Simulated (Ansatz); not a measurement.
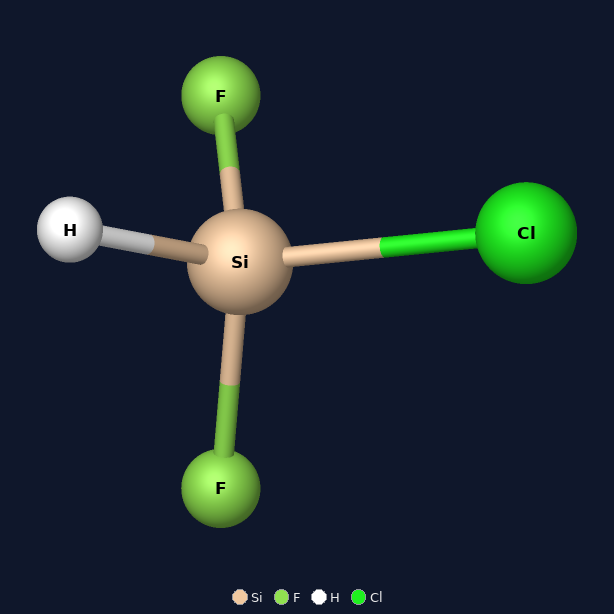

Sticks follow a distance rule. Harmonic vibrations computed with RKS PBE0-D4/def2-TZVP (Ansatz 0.2.0) at a stationary point of the same level.

How many imaginary frequencies does it have?

A minimum: no imaginary frequency, and the lowest mode lies at 226 cm⁻¹.

List the wavenumbers.

9 modes: 226, 274, 363, 579, 827, 830, 904, 985, 2341 cm⁻¹.
